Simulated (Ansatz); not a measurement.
Pulling on the Se1–Se2 bond in Se2 (multiplicity 3 held). Energies count from the point at 2.188 Å.


R- and RO- levels are restricted; in cc, def2 and unpolarised 6-31G sets they are followed outwards from rest. Active spaces are followed from rest. Left out are points that failed, MP2 points that dive below the minimum, coupled-cluster points behind a jump of the amplitudes or a sharp parting from full CI or MRCI, small-basis points behind a change of solution, and semi-empirical points at long bonds. Curves can end on different states.

Frozen-core correlation. Filled d and f shells under p-block atoms count as core.

The values were computed with Ansatz (a program for electronic structure). 

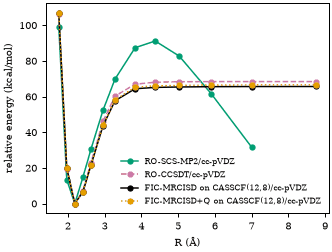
Figure. Relative energy along the coordinate

Problem. Read off the RO-SCS-MP2/cc-pVDZ curve at R = 7.002.

Solution. about 32 kcal/mol

Doubts at one or more of the structures used: a restricted determinant that unrestricted orbitals would lower (RO-SCS-MP2/cc-pVDZ, RO-CCSDT/cc-pVDZ); T1 above 0.05 (RO-CCSDT/cc-pVDZ); other coupled-cluster roots lie near (RO-CCSDT/cc-pVDZ).
